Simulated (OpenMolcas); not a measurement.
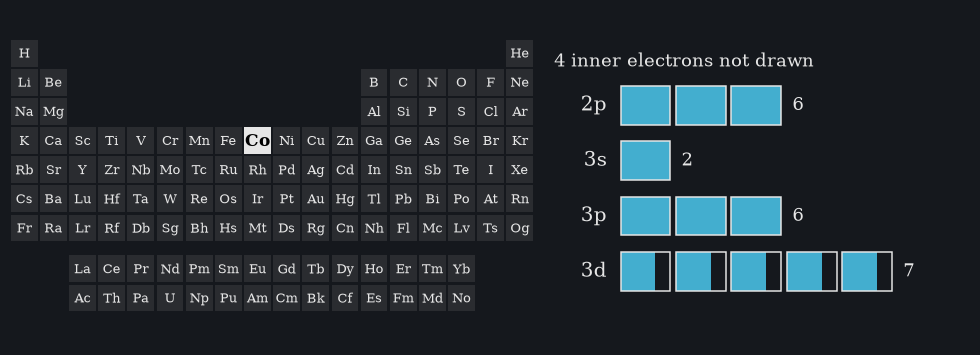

Figure 1. Left, the place of cobalt in the periodic table; right, the outer shells of the leading configuration of the lowest level: a box for each of the 2l + 1 orbitals, shaded by the share of the shell that is filled, with the electron count at the right.

# Multiconfigurational calculation, with input and output: Co²⁺ complex

- system: Co²⁺ with 6 ligands (Cl; octahedron, 2.619 Å), embedded in Cs2NaYCl6 by model potentials and point charges, whose field is part of the energies.
- method: state-averaged SS-CASPT2, IPEA shift 0.25, imaginary shift 0.1 hartree, closed shells 3s 3p of the metal and the valence shells of the ligands correlated, active space 7 electrons in the shell 3d, basis ANO-RCC-VTZP on the metal and ANO-RCC-VDZP on the ligands, DKH2 scalar Hamiltonian, spin-orbit coupling by RASSI with atomic mean-field integrals (OpenMolcas)

### Input file
```
&GATEWAY
Basis set
Co.ANO-RCC-VTZP.
Co1 0.0 0.0 0.0 Angstrom
End of basis
Basis set
Cl.ANO-RCC-VDZP.
L1 2.619000 0.000000 0.000000 Angstrom
L2 0.000000 2.619000 0.000000 Angstrom
L3 0.000000 0.000000 2.619000 Angstrom
End of basis
Basis set
Na.EMB-AIMP.Al-Abdalla.7s4p.1s1p.ECP.Cs2NaYCl6.
PseudoCharge
* 3 symmetry-unique lattice sites within 7.6 angstrom
End of basis
Basis set
Cs.EMB-AIMP.Al-Abdalla.0s.0s.ECP.Cs2NaYCl6.
PseudoCharge
* 4 symmetry-unique lattice sites within 7.6 angstrom
End of basis
Basis set
Cl.EMB-AIMP.Al-Abdalla.0s.0s.ECP.Cs2NaYCl6.
PseudoCharge
* 12 symmetry-unique lattice sites within 7.6 angstrom
End of basis
Basis set
Y.EMB-AIMP.Al-Abdalla.0s.0s.ECP.Cs2NaYCl6.
PseudoCharge
* 6 symmetry-unique lattice sites within 7.6 angstrom
End of basis
Symmetry
XYZ
AngMom=0.0 0.0 0.0
AMFI
RICD
XField
1564 Angstrom 0
* Evjen-weighted lattice charges
&SEWARD
&RASSCF
FileOrb=start.orb
Symmetry=1
Spin=4
nActEl=7 0 0
Inactive=30 33
Ras2=5 0
CIRoot=10 10 1
SDav=10
CIMx=300
Iter=150 100
PrWF=0.3
OrbListing=Nothing
MaxOrb=0
LevShft=1.0
>>> COPY $Project.JobIph JOB001
&RASSCF
FileOrb=start.orb
Symmetry=1
Spin=2
nActEl=7 0 0
Inactive=30 33
Ras2=5 0
CIRoot=40 40 1
SDav=40
CIMx=300
Iter=150 100
PrWF=0.3
OrbListing=Nothing
MaxOrb=0
LevShft=1.0
>>> COPY $Project.JobIph JOB002
&RASSI
NrOfJobIphs=2 10 40
1 2 3 4 5 6 7 8 9 10
1 2 3 4 5 6 7 8 9 10 11 12 13 14 15 16 17 18 19 20 21 22 23 24 25 26 27
28 29 30 31 32 33 34 35 36 37 38 39 40
IphNames
JOB001
JOB002
EJob
SpinOrbit
DIPRint=1.0
SOCoupling=1000.0
Subsets=2
Property=9
'ANGMOM' 1 'ANGMOM' 2 'ANGMOM' 3 'MLTPL  1' 1 'MLTPL  1' 2 'MLTPL  1' 3
'AMFI' 1 'AMFI' 2 'AMFI' 3
SOProperty=3
'ANGMOM' 1 'ANGMOM' 2 'ANGMOM' 3
>>> COPY JOB001 $Project.JobIph
&CASPT2
Multistate=10 1 2 3 4 5 6 7 8 9 10
NoMult
Frozen=17 18
IPEA=0.25
Imaginary=0.1
MaxIter=60
WThr=0.0 0.3 0.05
PrWF=0.5
NoMix
>>> COPY JOB002 $Project.JobIph
&CASPT2
Multistate=40 1 2 3 4 5 6 7 8 9 10 11 12 13 14 15 16 17 18 19 20 21 22
23 24 25 26 27 28 29 30 31 32 33 34 35 36 37 38 39 40
NoMult
Frozen=17 18
IPEA=0.25
Imaginary=0.1
MaxIter=60
WThr=0.0 0.3 0.05
PrWF=0.5
NoMix
```

The file start.orb holds starting orbitals from an earlier step. A driver script formed the levels outside the program, from RASSI's spin-orbit matrix and the CASPT2 energies (for multi-state variants, the effective Hamiltonian), averaged over the components of each term or state. The log and the time are those of the CASPT2 step.

Hardware: 1 thread of Intel Xeon @ 2.50GHz (Skylake/Cascade Lake), 16 GiB of memory available, shared host.

Launched with:
```bash
OMP_NUM_THREADS=1 MOLCAS_MEM=2457 MOLCAS_PROJECT=a pymolcas a.inp > a.log  # once for each step of the input, in one work folder
```

### Output (extracts)
```
--- CASPT2 ---
Orbital specifications:
      -----------------------

      Symmetry species                           1   2
                                                ag  au
      Frozen orbitals                           17  18
      Inactive orbitals                         13  15
      Active orbitals                            5   0
      Secondary orbitals                        61  62
      Deleted orbitals                           0   0
      Number of basis functions                 96  95
Type of calculation                        SS-CASPT2
      Fock operator                              state-specific
      IPEA shift                                 0.25
      Real shift                                 0.00
      Imaginary shift                            0.10
      The input orbitals will be transformed to quasi-canonical
Reference energy:       -4158.5028517453
      E2 (Non-variational):      -1.4672221908
      Shift correction:          -0.0020209342
      E2 (Variational):          -1.4692431250
      Total energy:           -4159.9720948703
      Residual norm:              0.0000004222
      Reference weight:           0.67849
      Contributions to the CASPT2 correlation energy
      Active & Virtual Only:         -0.1944081914
      One Inactive Excited:          -0.2643675379
      Two Inactive Excited:          -1.0084464615
Reference energy:       -4158.5028517453
      E2 (Non-variational):      -1.4671475047
      Shift correction:          -0.0020213154
      E2 (Variational):          -1.4691688201
      Total energy:           -4159.9720205654
      Residual norm:              0.0000004089
      Reference weight:           0.67852
      Contributions to the CASPT2 correlation energy
      Active & Virtual Only:         -0.1943638590
      One Inactive Excited:          -0.2643429737
      Two Inactive Excited:          -1.0084406720
::    CASPT2 Root  1     Total energy:  -4159.97209487
::    CASPT2 Root  2     Total energy:  -4159.97202057
::    CASPT2 Root  3     Total energy:  -4159.97209421
::    CASPT2 Root  4     Total energy:  -4159.95252662
::    CASPT2 Root  5     Total energy:  -4159.95252282
::    CASPT2 Root  6     Total energy:  -4159.95252482
::    CASPT2 Root  7     Total energy:  -4159.93289458
::    CASPT2 Root  8     Total energy:  -4159.89373986
::    CASPT2 Root  9     Total energy:  -4159.89374797
::    CASPT2 Root 10     Total energy:  -4159.89373960
--- CASPT2 ---
Orbital specifications:
      -----------------------

      Symmetry species                           1   2
                                                ag  au
      Frozen orbitals                           17  18
      Inactive orbitals                         13  15
      Active orbitals                            5   0
      Secondary orbitals                        61  62
      Deleted orbitals                           0   0
      Number of basis functions                 96  95
Type of calculation                        SS-CASPT2
      Fock operator                              state-specific
      IPEA shift                                 0.25
      Real shift                                 0.00
      Imaginary shift                            0.10
      The input orbitals will be transformed to quasi-canonical
Reference energy:       -4158.4219708575
      E2 (Non-variational):      -1.4839253143
      Shift correction:          -0.0020117228
      E2 (Variational):          -1.4859370371
      Total energy:           -4159.9079078946
      Residual norm:              0.0000008644
      Reference weight:           0.67547
      Contributions to the CASPT2 correlation energy
      Active & Virtual Only:         -0.1977328853
      One Inactive Excited:          -0.2717424919
      Two Inactive Excited:          -1.0144499371
Reference energy:       -4158.4219708573
      E2 (Non-variational):      -1.4838202747
      Shift correction:          -0.0020107380
      E2 (Variational):          -1.4858310126
      Total energy:           -4159.9078018700
      Residual norm:              0.0000008471
      Reference weight:           0.67549
      Contributions to the CASPT2 correlation energy
      Active & Virtual Only:         -0.1977205786
      One Inactive Excited:          -0.2716515417
      Two Inactive Excited:          -1.0144481543
::    CASPT2 Root  1     Total energy:  -4159.90790789
::    CASPT2 Root  2     Total energy:  -4159.90780187
::    CASPT2 Root  3     Total energy:  -4159.90079842
::    CASPT2 Root  4     Total energy:  -4159.90079841
::    CASPT2 Root  5     Total energy:  -4159.90079682
::    CASPT2 Root  6     Total energy:  -4159.89948681
::    CASPT2 Root  7     Total energy:  -4159.89946608
::    CASPT2 Root  8     Total energy:  -4159.89947143
::    CASPT2 Root  9     Total energy:  -4159.88967951
::    CASPT2 Root 10     Total energy:  -4159.88486297
::    CASPT2 Root 11     Total energy:  -4159.88498494
::    CASPT2 Root 12     Total energy:  -4159.88499261
::    CASPT2 Root 13     Total energy:  -4159.87283358
::    CASPT2 Root 14     Total energy:  -4159.87283874
::    CASPT2 Root 15     Total energy:  -4159.87284233
::    CASPT2 Root 16     Total energy:  -4159.86741994
::    CASPT2 Root 17     Total energy:  -4159.86775621
::    CASPT2 Root 18     Total energy:  -4159.86775375
::    CASPT2 Root 19     Total energy:  -4159.85944649
::    CASPT2 Root 20     Total energy:  -4159.85902962
::    CASPT2 Root 21     Total energy:  -4159.85116906
::    CASPT2 Root 22     Total energy:  -4159.85124334
::    CASPT2 Root 23     Total energy:  -4159.85122198
::    CASPT2 Root 24     Total energy:  -4159.85727247
::    CASPT2 Root 25     Total energy:  -4159.85762103
::    CASPT2 Root 26     Total energy:  -4159.85381653
::    CASPT2 Root 27     Total energy:  -4159.85382187
::    CASPT2 Root 28     Total energy:  -4159.85382016
::    CASPT2 Root 29     Total energy:  -4159.80715919
::    CASPT2 Root 30     Total energy:  -4159.80705164
```

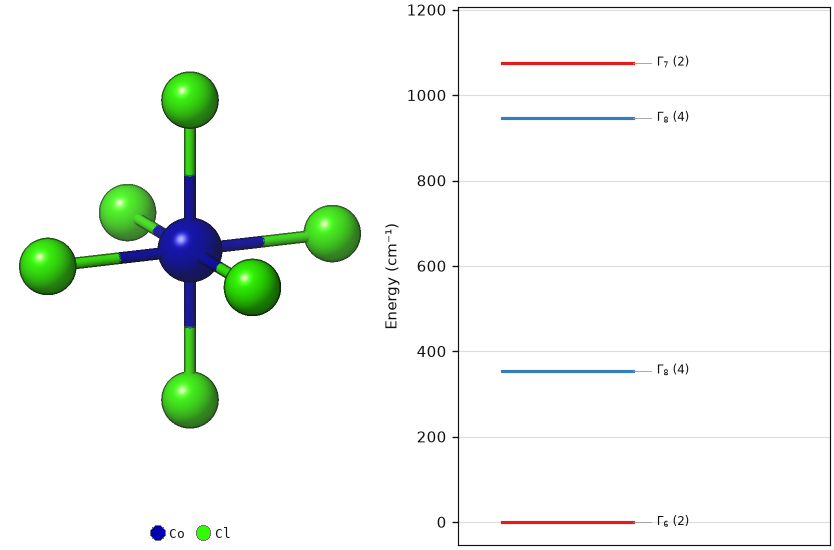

Figure 2. Co²⁺ (3d⁷) as a dopant in Cs₂NaYCl₆, a cluster with its 6 nearest Cl⁻ at 2.619 Å (octahedron) embedded in model potentials and point charges; the geometry was set, not optimised, and its levels. Labels give the representation in O, Td, D4 or D3 as the site allows (double group for half-integer spin) where it could be assigned and, in brackets, the degeneracy; spin-free states, where drawn, share the zero of the spin-orbit levels. The ground level is Γ₆, a Kramers doublet, 100 % from states of spin multiplicity 4. Its principal g values are 4.55, 4.55 and 4.55, isotropic. The next level lies at 355 cm⁻¹ (Γ₈).

### Results in brief

| quantity | value |
| --- | --- |
| outcome | converged; degenerate states are split by up to 309 cm⁻¹ |
| energy of the lowest spin-free term | −4159.97207 hartree |
| energy of the lowest spin-orbit level | −4159.97534 hartree |
| CASPT2 correlation energy | −1.4692 hartree |
| largest spread among components of a term | 309.4 cm⁻¹ |
| lowest reference weight | 0.668 |
| wall time | 9.4 min |
| peak memory | 0.2 GiB |

### Remarks

The components of ²E, which symmetry makes degenerate, are split by 309 cm⁻¹ in CASPT2, and those of 4 more by over 50 cm⁻¹. This is an artefact; the levels of such states rest on averages and are uncertain by about as much. Caveats: small active space favours high spin, ground spin may be wrong; with a single d shell and no ligand orbitals active, the ligand field and the g values of a late 3d ion can be well off; the geometry is set by hand, with no relaxation.
